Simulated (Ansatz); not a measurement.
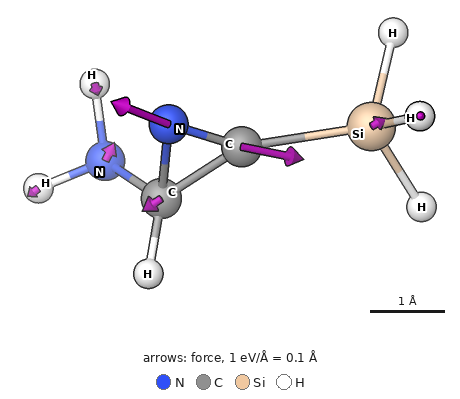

Starting geometry of C2H6N2Si with the computed forces as purple arrows. The picture is a ball-and-stick view, seen at a tilt.

The run prepares an end point of a later path (inversion) calculation, from a guessed geometry.

The calculation used RKS PBE0-D4/6-31G (Ansatz 0.2.0).

Input
```yaml
crystal:
  periodic: [false, false, false]
  atoms:
    - { symbol: "N", position_ang: [0.1554, -0.6577, 1.9499] }
    - { symbol: C, position_ang: [0.6775, -0.7403, 0.6134] }
    - { symbol: "N", position_ang: [1.3348, 0.5354, 0.2104] }
    - { symbol: C, position_ang: [0.3619, 0.2113, -0.3667] }
    - { symbol: Si, position_ang: [-0.8563, 0.6371, -1.6059] }
    - { symbol: H, position_ang: [0.2308, 0.3749, 2.232] }
    - { symbol: H, position_ang: [0.7048, -1.1345, 2.6056] }
    - { symbol: H, position_ang: [1.2026, -1.6435, 0.3131] }
    - { symbol: H, position_ang: [-1.8536, 1.6687, -1.0945] }
    - { symbol: H, position_ang: [-0.2291, 1.2117, -2.7911] }
    - { symbol: H, position_ang: [-1.6634, -0.5202, -2.0457] }
basis:
  gaussian: { orbitals: "6-31G" }
hamiltonian:
  xc: pbe0
  dispersion: d4
relax:
  f_tol: 0.015
  max_steps: 40
```

Launched with:
```bash
ansatz run input.yaml --threads 1 --pin off --max-ram 2048MiB --backend cpu --events-out ev --progress --plain --runs-dir out
```

### Is this structure relaxed? If not, where do the atoms go?

It isn't relaxed: the largest force vector, on N3, is 10.74 eV/Å. The final displacements have little in common with the starting forces (cosine between the two patterns 0.09). The atom that moves furthest after the best rigid fit is N3 (0.61 Å). Largest moves by element: N 0.61 Å, H 0.51 Å, C 0.20 Å, Si 0.09 Å. Near-neighbour distances that change, for instance: C2–N3 1.491 → 1.609 Å, N3–C4 1.177 → 1.288 Å, C4–Si5 1.789 → 1.886 Å, N1–H6 1.073 → 1.007 Å. Bond angles that change, for instance: C2–N1–H6 105.9° → 118.9°, H6–N1–H7 104.7° → 115.4°, N1–C2–N3 111.2° → 121.1°. Groups turn about C4–Si5 by about 40°. After 13 accepted moves (14 points after the start) the energy has fallen by 120.8 kJ/mol. The largest force component goes from 9.3 to 0.013 eV/Å. The line search rejected the trial step at point 7 of the run.
